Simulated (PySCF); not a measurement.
# Two runs on C6H9NSi

System: C6H9NSi.
Method of run 1: GIAO PBE0/pcSseg-1 NMR shielding, non-relativistic, gas phase (PySCF 2.14.0).

The geometry comes from this level: PBE0-D3(BJ)/def2-SVP. Text and figures count atoms from 1; the logs count them from 0 in places.

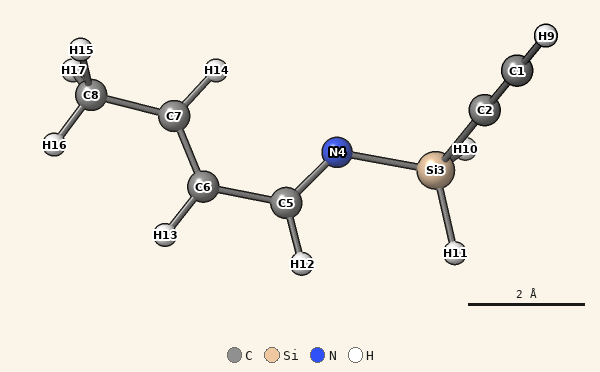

Fig. 1: The structure as given in the input (ball-and-stick view, seen at a tilt; atoms are numbered from 1 in the order of the input).

Input file, run 1:
```
{"job": {"kind": "nmr", "xc": "PBE0", "basis": "pcSseg-1"}, "charge": 0, "multiplicity": 1}
C     -4.016993     1.914578    -0.330473
C     -3.436340     0.856032    -0.178762
Si    -2.562352    -0.743992     0.038416
N     -0.852635    -0.446288     0.171144
C      0.020902    -0.898494    -0.637974
C      1.458237    -0.634628    -0.509496
C      1.967691     0.127664     0.471750
C      3.405530     0.443228     0.665376
H     -4.530115     2.850655    -0.462622
H     -3.042483    -1.376431     1.299149
H     -2.898272    -1.626859    -1.127845
H     -0.252839    -1.531946    -1.511233
H      2.114903    -1.087699    -1.260187
H      1.247315     0.548686     1.185004
H      3.572906     1.533170     0.629360
H      4.043156    -0.032625    -0.093481
H      3.744869     0.116716     1.663007
```

The first line tells a small driver script what to run in PySCF; the rest is the geometry in Å.

Command:
```bash
OMP_NUM_THREADS=1 python <driver script> task.json out
```

Hardware: 1 CPU thread, shared host.

Output (run 1):
```
coarse grid: 14784 points
cycle   1  E = -577.5725613423  dE =  7.921e-01  |g| = 5.512e-01  |ddm| = 3.846e+00
cycle   2  E = -577.4816736546  dE =  9.089e-02  |g| = 8.372e-01  |ddm| = 1.540e+00
cycle   3  E = -577.6389561233  dE = -1.573e-01  |g| = 2.014e-01  |ddm| = 1.079e+00
cycle   4  E = -577.6484920498  dE = -9.536e-03  |g| = 4.405e-02  |ddm| = 2.011e-01
cycle   5  E = -577.6487374901  dE = -2.454e-04  |g| = 3.398e-02  |ddm| = 5.443e-02
cycle   6  E = -577.6490208161  dE = -2.833e-04  |g| = 3.595e-03  |ddm| = 2.510e-02
cycle   7  E = -577.6490239748  dE = -3.159e-06  |g| = 1.099e-03  |ddm| = 4.458e-03
final grid: 138520 points
cycle   8  E = -577.6969267655  dE = -2.895e-05  |g| = 7.104e-03  |ddm| = 3.230e-02
cycle   9  E = -577.6969238729  dE =  2.893e-06  |g| = 7.972e-03  |ddm| = 1.510e-02
cycle  10  E = -577.6969399211  dE = -1.605e-05  |g| = 1.206e-03  |ddm| = 8.480e-03
cycle  11  E = -577.6969402193  dE = -2.982e-07  |g| = 3.868e-04  |ddm| = 1.373e-03
cycle  12  E = -577.6969402517  dE = -3.239e-08  |g| = 8.733e-05  |ddm| = 4.205e-04
cycle  13  E = -577.6969402529  dE = -1.198e-09  |g| = 6.087e-05  |ddm| = 1.192e-04
cycle  14  E = -577.6969402538  dE = -8.922e-10  |g| = 1.246e-05  |ddm| = 4.715e-05
converged SCF energy = -577.6969402538

GIAO shielding tensors (ppm)
atom      isotropic    diamagn.    paramagn.     s11        s22        s33       span
  0 C       80.563     262.051    -181.487     -2.727      0.290    244.127    246.853
  1 C       98.448     258.302    -159.854      0.517      5.580    289.247    288.730
  2 Si     401.789     880.220    -478.431    343.484    402.392    459.492    116.007
  3 N      -90.844     332.121    -422.965   -438.315   -110.193    275.977    714.292
  4 C        7.637     253.001    -245.363    -88.986     -3.064    114.962    203.949
  5 C       48.995     259.196    -210.201    -57.210     74.402    129.792    187.002
  6 C       34.236     256.993    -222.758    -80.539     10.942    172.304    252.844
  7 C      162.636     246.179     -83.542    147.065    157.935    182.909     35.844
  8 H       28.920      32.216      -3.296     24.183     24.264     38.314     14.131
  9 H       26.138      27.468      -1.330     23.543     24.540     30.330      6.787
 10 H       26.414      27.404      -0.991     23.601     25.169     30.471      6.871
 11 H       22.925      31.085      -8.160     21.007     21.945     25.822      4.815
 12 H       25.076      32.884      -7.809     22.052     24.675     28.500      6.449
 13 H       23.578      34.410     -10.831     20.898     22.226     27.611      6.714
 14 H       29.130      27.137       1.993     25.494     27.040     34.855      9.361
 15 H       29.369      27.437       1.932     25.566     28.600     33.940      8.373
 16 H       29.152      26.255       2.897     25.487     27.018     34.951      9.464
```

The input of run 2 differs as follows (lines with − go, lines with + come):
```diff
-"xc": "PBE0"
+"xc": "CAM-B3LYP"
+"pop": false
```

What does this change do to the results?

The total energies belong to different methods, so their difference says nothing on which is more stable or more accurate. The HOMO goes from −7.11 to −8.50 eV. The LUMO goes from −1.67 to −0.50 eV. The dipole moment goes from 2.07 to 1.98 D. Of all shieldings, the largest change is that of N4, by −8.5 ppm. The functional changes from PBE0 to CAM-B3LYP. The SCF takes 13 iterations against 14.

Output (run 2):
```
coarse grid: 14784 points
cycle   1  E = -577.8845585691  dE =  9.110e-01  |g| = 5.470e-01  |ddm| = 3.807e+00
cycle   2  E = -577.8558779852  dE =  2.868e-02  |g| = 6.967e-01  |ddm| = 1.317e+00
cycle   3  E = -577.9578867578  dE = -1.020e-01  |g| = 1.148e-01  |ddm| = 7.952e-01
cycle   4  E = -577.9607568442  dE = -2.870e-03  |g| = 4.119e-02  |ddm| = 1.200e-01
cycle   5  E = -577.9611421122  dE = -3.853e-04  |g| = 1.700e-02  |ddm| = 5.545e-02
cycle   6  E = -577.9612087143  dE = -6.660e-05  |g| = 3.622e-03  |ddm| = 1.366e-02
cycle   7  E = -577.9612131183  dE = -4.404e-06  |g| = 1.204e-03  |ddm| = 5.396e-03
final grid: 138520 points
cycle   8  E = -578.0251403413  dE = -2.336e-05  |g| = 3.381e-03  |ddm| = 1.767e-02
cycle   9  E = -578.0251412746  dE = -9.333e-07  |g| = 2.862e-03  |ddm| = 5.860e-03
cycle  10  E = -578.0251432551  dE = -1.980e-06  |g| = 5.065e-04  |ddm| = 2.492e-03
cycle  11  E = -578.0251433016  dE = -4.658e-08  |g| = 2.273e-04  |ddm| = 4.855e-04
cycle  12  E = -578.0251433145  dE = -1.283e-08  |g| = 5.545e-05  |ddm| = 2.137e-04
cycle  13  E = -578.0251433152  dE = -7.726e-10  |g| = 1.916e-05  |ddm| = 6.323e-05
converged SCF energy = -578.0251433152

GIAO shielding tensors (ppm)
atom      isotropic    diamagn.    paramagn.     s11        s22        s33       span
  0 C       77.846     261.874    -184.028     -7.205     -4.214    244.958    252.163
  1 C       94.732     257.982    -163.250     -6.132     -1.019    291.347    297.478
  2 Si     395.194     879.762    -484.569    335.261    396.763    453.557    118.296
  3 N      -99.322     332.797    -432.119   -453.446   -121.379    276.859    730.305
  4 C        2.059     252.871    -250.812    -99.422     -8.005    113.603    213.024
  5 C       45.257     258.839    -213.583    -66.398     74.794    127.374    193.772
  6 C       29.074     256.594    -227.519    -92.323      9.037    170.509    262.832
  7 C      161.686     244.730     -83.044    146.884    155.947    182.226     35.342
  8 H       29.036      32.091      -3.055     24.324     24.408     38.378     14.054
  9 H       26.365      27.768      -1.403     23.793     24.763     30.540      6.747
 10 H       26.654      27.730      -1.077     23.887     25.419     30.655      6.768
 11 H       23.082      31.365      -8.282     21.219     22.108     25.919      4.700
 12 H       25.218      32.847      -7.630     22.129     24.751     28.774      6.645
 13 H       23.646      34.654     -11.008     20.955     22.192     27.791      6.836
 14 H       29.242      27.143       2.099     25.636     27.198     34.892      9.256
 15 H       29.462      27.369       2.092     25.635     28.777     33.973      8.338
 16 H       29.263      26.203       3.061     25.626     27.176     34.989      9.362
```

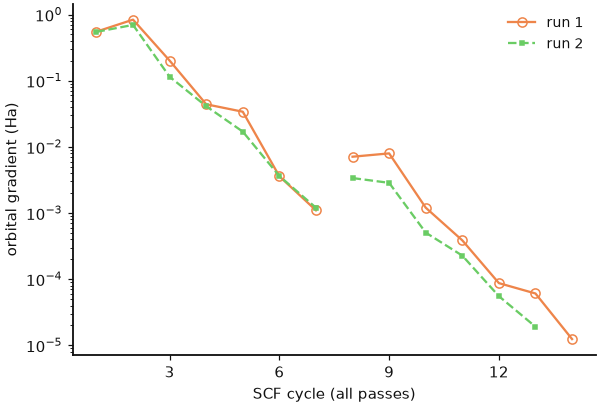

Fig. 2: Convergence of the two runs: orbital gradient against the SCF cycle. A break in a curve parts two SCF passes (coarse and final grid). Run 1 takes 14 cycles in all, and run 2 takes 13.

The two runs side by side:

```tsv
quantity	run 1	run 2
outcome	converged	converged
total energy (hartree)	−577.696940	−578.025143
HOMO (eV)	−7.11	−8.50
LUMO (eV)	−1.67	−0.50
dipole moment (D)	2.07	1.98
shielding of C1 (ppm)	80.6	77.8
shielding of C2 (ppm)	98.4	94.7
shielding of Si3 (ppm)	401.8	395.2
shielding of N4 (ppm)	−90.8	−99.3
shielding of C5 (ppm)	7.6	2.1
shielding of C6 (ppm)	49.0	45.3
shielding of C7 (ppm)	34.2	29.1
SCF iterations	14	13
basis functions	188	188
wall time (shared host)	27 s	35 s
```
